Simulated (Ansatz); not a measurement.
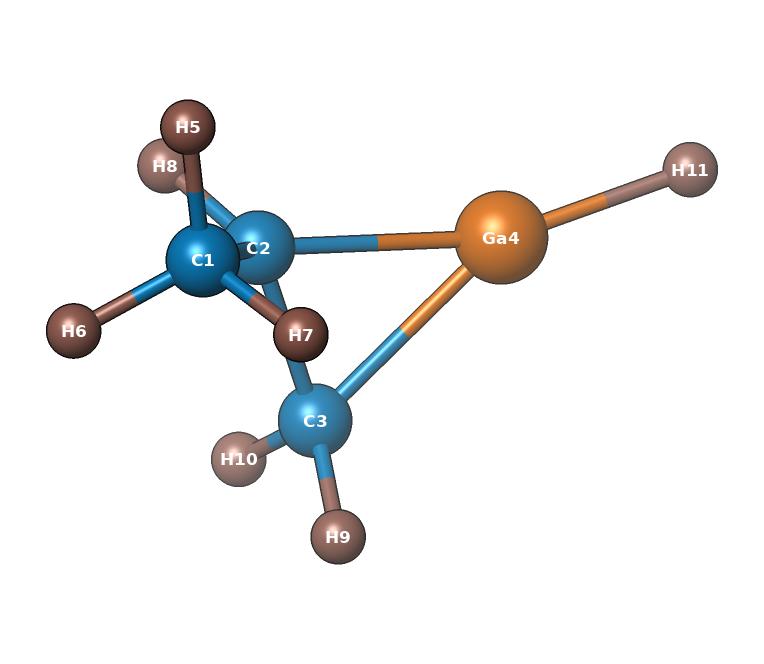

C2 lies behind C1. The molecule seen a little off the C1–C2 bond, C1 in front. Distant atoms are faded towards the background colour. Computed geometry: PBE-D4/def2-SVP optimisation. No frequency run is at hand to confirm it as a minimum.

### What is the torsion angle H5–C1–C2–Ga4? The sign is positive where the front bond must turn clockwise to cover the back bond.

89°, about perpendicular.
